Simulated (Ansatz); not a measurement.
# TlSbS3 (model cell, started as cubic perovskite with Sb in the octahedra): a soft mode frozen in, part 3 of 3

Which phase does TlSbS3 (model cell, started as cubic perovskite with Sb in the octahedra) fall into along its unstable mode, and how much energy does it gain?

Ansatz 0.2.0; DFT LDA, scalar-relativistic, plane waves, PAW; PAW set soft_1.

So far. Step 5 (Energy along the mode, all amplitudes (two of the runs …): The lowest of the steps tried is at 0.45 Å, 30.4 meV/atom below the parent; the bottom of the well need not coincide with a step. Step 7 (The new phase in its own primitive cell): The largest force component left is 0.092 meV/Å and the pressure is -0.001 GPa, within the tolerances set. The cell now holds 24.78 Å³/atom. The relaxed cell has a = 7.032, c = 10.026 Å (conventional setting).

The structure was built from a prototype and need not be the compound's stable phase.

**8. Modes of the new phase**

A relaxed structure may still be a saddle point, so its zone-centre modes are computed. No field response is asked, since the mesh shows no gap.

input.yaml reads:

```yaml
crystal:
  lattice:
    - [-3.5157784564, 3.5157784564, 5.0128282692]
    - [3.5157784564, -3.5157784564, 5.0128282692]
    - [3.5157784564, 3.5157784564, -5.0128282692]
  atoms:
    - { symbol: Tl, position: [0.2629431691, 0.2629431691, 0.0] }
    - { symbol: Tl, position: [0.7370568309, 0.7370568309, 0.0] }
    - { symbol: Sb, position: [0.0, 0.5, 0.5] }
    - { symbol: Sb, position: [0.5, 0.0, 0.5] }
    - { symbol: S, position: [0.7081787347, 0.7081787347, 0.4163574694] }
    - { symbol: S, position: [0.2918212653, 0.2918212653, 0.5836425306] }
    - { symbol: S, position: [0.75, 0.25, 0.5] }
    - { symbol: S, position: [0.25, 0.75, 0.5] }
    - { symbol: S, position: [0.2918212653, 0.7081787347, 0.0] }
    - { symbol: S, position: [0.7081787347, 0.2918212653, 0.0] }
kpoints:
  mp_grid: { grid: [8, 8, 8] }
hamiltonian:
  xc: lda
  pseudopotentials: { kind: paw, azcp: { folder: soft_1 }, xc_functional: pbe }
scf:
  occupations: { method: methfessel_paxton, width: 0.2 }
output:
  eigenvalues: true
phonons:
  method: dfpt
```

Started as:

```console
$ ansatz run input.yaml --threads 4 --pin off --max-ram 16384MiB --backend cpu --events-out ev --progress --plain --runs-dir out
```

Numbers of over 12 decimals in the logs are rounded to 6 here.

The program printed:

```text
[...]
Crystal: 10 atoms, lattice volume = 247.848 Å³
Basis set: ecut = 420 eV, 4909 PW (Γ), exchange–correlation on 96×96×96 points (8 copies of the dense FFT grid, shifted against one another)
Bands: 56, of which v1, the nominal top of the filled ones, is band 46 counted from 1 (45 counted from 0)
Symmetry: 16 space group operations
k-points: 260 of 512 (irreducible under 1 space group operation, time reversal used)
[...]
SCF iter   1: F=—  HF=-40186.374396 eV  |F-HF|=—  |Δ(HF+E_count)|=         —  Δρ=3.00e-2  dr2=5.33e0  ethr=3.10e-3  ⟨swp⟩=9.5  Hψ=67338  notcnv=0
[...]
SCF iter  14: F=-40184.541945 eV  HF=-40184.541945 eV  |F-HF|=7.28e-12  |Δ(HF+E_count)|=  7.28e-12  S|Δr|=    0.00e0  Δρ=3.78e-8  dr2=4.04e-12  ethr=1.00e-12  ⟨swp⟩=16.3  Hψ=96506  notcnv=0
SCF 1 converged in 14 iterations: F = -40184.541945 eV  dr2 = 4.04e-12
[...]
DFPT response loops at Γ: preconditioner auto → Kerker (q_TF=auto, 2.313 Å⁻¹) (partly filled bands, converged f_vac=0.014); β = 1.00, the filter's whole step (`scf.mixing.beta` (0.50) is not read by the response loops under this deck's `scf.mixing.preconditioner`; to damp them name `kerker` or `kerker_dos`, under which they read `scf.mixing.beta`, and type it under 1.00, their step now; both keys bind the ground state too); Broyden in place of MSR1
SCF converged after 14 iterations
[...]
Free energy (F): -40184.541945 eV
[...]
Internal energy: -40184.527591 eV  (E = F + TS)
E sigma→0 (E₀):  -40184.538357 eV
Entropy (-TS):   -0.014354 eV (-1.435 meV/atom)
Fermi energy:    6.537044 eV
[...]
--- Band table (eV; the first three rows and the last of 260) ---
  k-point 0: bands = [... 42 lower, 5.5776, 5.6519, 6.6796, 6.6796, 6.9360, 7.8374, 8.1817, 8.1817, ... 6 higher]
  k-point 1: bands = [... 42 lower, 5.6546, 5.6719, 6.4494, 6.6463, 6.6872, 8.0237, 8.4013, 8.4582, ... 6 higher]
  k-point 2: bands = [... 42 lower, 5.7424, 5.8578, 5.9930, 6.4240, 6.6926, 8.2941, 8.6204, 8.8340, ... 6 higher]
  k-point 259: bands = [... 42 lower, 5.3788, 5.4040, 5.4050, 6.8605, 6.9252, 6.9564, 8.6410, 8.6410, ... 6 higher]
--- Phonons (Γ-DFPT): 9 representative perturbations + reference, on 260 of 512 k-points (Σ response iterations 31) ---
  k mesh reduced under 1 symmetry operation, with k and −k counted as one. Each operation leaves every solved perturbation unchanged. A smaller set is not used because it would not reduce the number of displacements times k-points to solve
  ASR residual: 1.063e-4 → 0.000e0 eV/Å²; symmetrization residual: 2.403e-5 eV/Å²
  ASR residual per site (eV/Å²): 1.06e-4 1.06e-4 7.81e-5 7.81e-5 6.37e-5 6.37e-5 1.14e-5 1.14e-5 6.37e-5 6.37e-5
  Γ frequencies (cm⁻¹): -84.48 -84.48 -80.90 -80.90 -62.02 0.00 0.00 0.00 9.83 9.83 19.76 19.76 37.55 39.11 56.12 56.12 70.84 73.22 84.75 84.75 142.75 165.01 165.01 166.16 251.04 252.77 252.77 257.45 280.10 328.11
  non-analytic LO–TO correction: not included (Born effective charges unavailable; polar crystals: no LO–TO splitting at Γ)
```

The job ended after 20 min (4 threads of Arm Neoverse V1, shared host; peak memory 9.2 GiB).

This step gave:

```
sum-rule residual before enforcement                    : 1.06e-4 eV/Å²
point group                                             : 4/mmm
highest optical mode at the zone centre (no LO-TO term) : 328.1 cm⁻¹
lowest optical zone-centre mode                         : -84.48 cm⁻¹
```

Patterns of degenerate modes are one choice out of their space. Modes at Γ, with each element's share of the kinetic energy (negative means imaginary):

```csv
mode,frequency (cm⁻¹),symmetry,Tl %,Sb %,S %
1,-84.5,Eg,5,0,95
2,-84.5,Eg,5,0,95
3,-80.9,Eu,3,11,87
4,-80.9,Eu,3,11,87
5,-62.0,A2u,7,59,34
6,0.0,acoustic,48,29,23
7,0.0,acoustic,48,29,23
8,0.0,acoustic,48,29,23
9,9.8,Eu,47,42,11
10,9.8,Eu,47,42,11
11,19.8,Eg,92,0,8
12,19.8,Eg,92,0,8
13,37.5,A1g,96,0,4
14,39.1,B2g,0,0,100
15,56.1,Eg,2,0,98
16,56.1,Eg,2,0,98
17,70.8,A2u,44,6,50
18,73.2,B1u,0,0,100
19,84.8,Eu,2,7,91
20,84.8,Eu,2,7,91
21,142.8,A1g,4,0,96
22,165.0,Eu,0,88,12
23,165.0,Eu,0,88,12
24,166.2,B2u,0,100,0
25,251.0,A2u,0,6,93
26,252.8,Eu,0,23,77
27,252.8,Eu,0,23,77
28,257.4,A2g,0,0,100
29,280.1,B1g,0,0,100
30,328.1,B1g,0,0,100
```

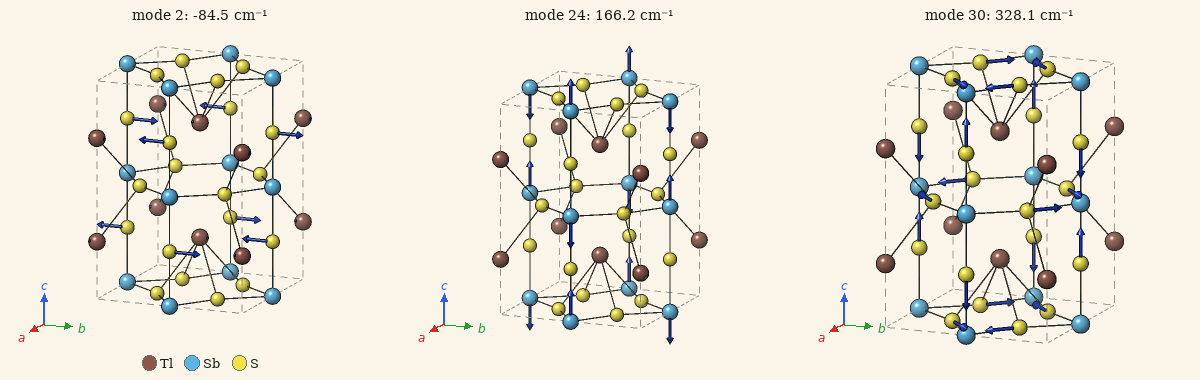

Displacement patterns of modes 2, 24 and 30 at Γ; arrows are exaggerated. Some periodic images of atoms are drawn too.

Before it was imposed, the acoustic sum rule was missed by 1.1e-4 eV/Å². Small misses are needed for a sound result but don't prove that mesh and cutoff are converged. The lowest optical mode is imaginary, 84.5i cm⁻¹, so the energy falls along it.

**9. Outcome**

| Item | Value |
| --- | --- |
| unstable mode of the parent | q = (-0.5, -0.5, -0.5), 141i cm⁻¹ |
| depth at the lowest point sampled | 30.4 meV/atom |
| largest atomic shift at that point | 0.45 Å |
| space group reached (within 0.01 Å) | I4/mmm |
| energy gained over the parent (first relaxation, on the mesh of the frozen mode) | 33.0 meV/atom |
| volume per atom, phase reached | 24.8 Å³ |
| lowest optical zone-centre mode, phase reached | -84.5 cm⁻¹ |
| highest optical mode at the zone centre (no LO-TO term), phase reached | 328 cm⁻¹ |

What this shows: Along this mode the structure falls into I4/mmm, 33.0 meV/atom below the parent. At the parent's cell the well is 30.39 meV/atom deep on the steps tried, with its lowest point at a shift of 0.45 Å. Relaxing atoms and cell changes the gain by +2.56 meV/atom against the lowest step (energies at zero smearing). The new phase still has an imaginary mode at the zone centre of its cell, so it is a saddle point on the way to a lower structure. Of the 6 patterns followed to their end from this parent, this one ends 135 meV/atom above the lowest, Imma. Each path keeps the symmetry of its pattern, so a lower phase may lie along a pattern not tried. With no gap, or one that is small against the smearing, the frequencies hang on the k mesh and the smearing, most of all near Kohn anomalies. A semilocal functional can close a gap that the real compound would have, so the metallic treatment may be an artefact of the level. Spin-orbit coupling is left out, which can matter for the heavy elements here. The PAW files were made for PBE and serve the other functionals too. The starting cell was built on a prototype and not taken from a measurement, so the phase need not exist.

[Logs are printed without paths, hosts, clocks, repeated set-up lines and the standing remarks that a program may print on its own settings, such as how far it seeks lower states.]

[Hosts, paths, dates, database ids (printed as entryN), source tags and the programs' standing remarks are cut or masked in the printed files.]
